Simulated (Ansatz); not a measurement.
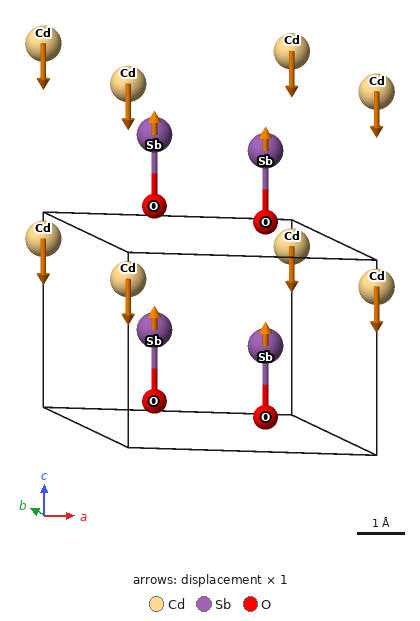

This is a relaxation of a crystal of CdSb$_{2}$O$_{2}$ (a generated structure, set up in P6mm) (coarse preliminary run). The starting structure is drawn; orange arrows show the displacements (the part carried along by the change of the cell is left out), at their true length.

Style: ball-and-stick. Shown: the cell of the calculation, repeated 1 × 1 × 2 with one cell outlined, slightly off an axis.

The calculation used Ansatz, DFT PBE, scalar-relativistic, plane waves, PAW. Settings: plane-wave cutoff 420 eV; k-point mesh 6 × 6 × 4; occupations gaussian; smearing width 0.1 eV; no spin polarisation; cell and atoms relaxed; force threshold 0.04 eV/Å; at most 70 steps.

Q: Atoms of which element are displaced furthest, and by how much?

A: Cadmium: up to 1.01 Å, against 0.53 Å for antimony.

Q: What happened in the run?

A: After 10 accepted moves (11 points after the start) the energy has fallen by 1271 meV per atom. The largest force component goes from 22 to 0.019 eV/Å. The pressure goes from 36.81 to 0.13 GPa. At 1 point the geometry stayed and the basis and grid were re-selected for the new cell (energy shift of 1.8 meV per atom at most each time). The atom that moves furthest relative to the cell is the Cd atom (1.01 Å along −c). Largest moves by element: Cd 1.01 Å, Sb 0.53 Å, O 0.02 Å. The drawn cell changes as follows: a = b 5.421 → 5.578 Å (+2.9 %), c 4.251 → 4.089 Å (−3.8 %); the volume changes by +1.9 %. Among the contacts that change: O–Sb 2.695 → 2.046 Å, O–Sb 1.556 → 2.043 Å. New bonds form, among them: O–Sb (2.69 → 2.05 Å). The space group stays P6mm (No. 183).

Limits of the set-up: layers or molecules are held without a dispersion correction, so their spacing is unreliable.
